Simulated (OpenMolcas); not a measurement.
# [CSO3F3]− (SMILES [O-]S(=O)(=O)C(F)(F)F) at UHF/ANO-R1 (sfX2C, RICD fitting, scramble 0.25)

Aim: an energy scan of [CSO3F3]−. 

The results are computed with OpenMolcas 26.06.

2 further runs of the same task are left out: 2 set aside as unsound or not needed.

## 1. Starting point

[CSO3F3]−: 8 atoms, total charge -1, spin state singlet. SMILES: `[O-]S(=O)(=O)C(F)(F)F`. Geometry: relaxed at PBE0-D4/def2-TZVPD.

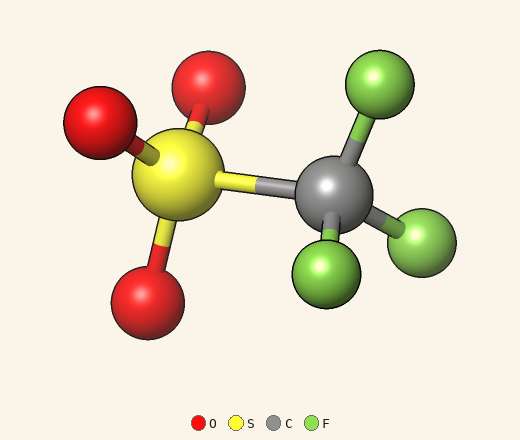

Viewed from a chosen angle; oxygen red, sulfur yellow, carbon grey, fluorine green.

## 2. An energy scan at UHF/ANO-R1 (sfX2C, RICD fitting, scramble 0.25)

point1.xyz

```xyz
8
R = 5.56
O      1.458606    -4.969946     0.563760
S      2.425226    -4.031316     0.037010
O      3.532836    -3.718896     0.913620
O      2.763876    -4.202386    -1.359030
C     -0.440870     0.732840    -0.006730
F     -0.854330     1.079580     1.221330
F      0.292430     1.753940    -0.474640
F     -1.534870     0.651830    -0.778680
```

mol.input

```
* CF3O3S Hartree-Fock

&GATEWAY
  Coord
  point1.xyz
  Basis
  ANO-R1
  Group
  NoSym
  RICD

&SEWARD

&SCF
  UHF
  Charge
  -1
  Scramble
  0.25
  PrOrbitals
  0
>>> ForEach K in (1, 2, 3, 4, 5, 6, 7, 8, 9)

&GATEWAY
  Coord
  $CurrDir/point$K.xyz
  Basis
  ANO-R1
  Group
  NoSym
  RICD

&SEWARD

&SCF
  UHF
  Charge
  -1
  PrOrbitals
  0
  FileOrb
  $Project.UhfOrb
>>> EndDo
```

Run with:

```
$ export MOLCAS_MEM=1860
$ pymolcas mol.input > mol.log
```

The log of the run:

```text
--- Start Module: gateway ---
[...]
--- Stop Module: gateway /rc=_RC_ALL_IS_WELL_ ---
[...]
--- Start Module: seward ---
[...]
      Basis functions          116
--- Stop Module: seward /rc=_RC_ALL_IS_WELL_ ---
[...]
--- Start Module: scf ---
[...]
       Convergence after  39 Iterations
[...]
::    Total SCF energy                               -959.9366053651
[...]
      Total spin, S                                     0.6262062993
[...]
      Total electronic charge=   74.000000
      Total            charge=   -1.000000
[...]
      Dipole Moment (debye):
      Origin of the operator (angstrom)=   -0.0266    0.0441   -0.0004
                   X= -2.2123E+00               Y=  3.6774E+00               Z= -3.3728E-02           Total=  4.2917E+00
      Center of Charge (angstrom)
[...]
--- Stop Module: scf /rc=_RC_ALL_IS_WELL_ ---
[...]
```

Run time: 3.5 min. Hardware: 1 thread of Intel Xeon Platinum 8259CL at 2.50GHz (Skylake/Cascade Lake), shared host; peak memory 0.084 GiB.

The scan, from its lowest point:

```
C5–S2 (Å)  energy (kJ/mol)
    5.560            271.2
    4.448            266.1
    3.707            258.5
    3.151            243.8
    2.687            209.9
    2.317            131.8
    2.039             37.5
    1.853              0.0
    1.668             30.9
```

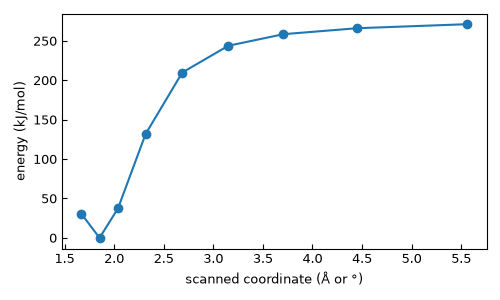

Energy along the scan.

## 3. What came out

At UHF/ANO-R1 (sfX2C, RICD fitting, scramble 0.25):

| quantity | value |
| --- | --- |
| lowest energy of the scan | -960.03991 Eh |
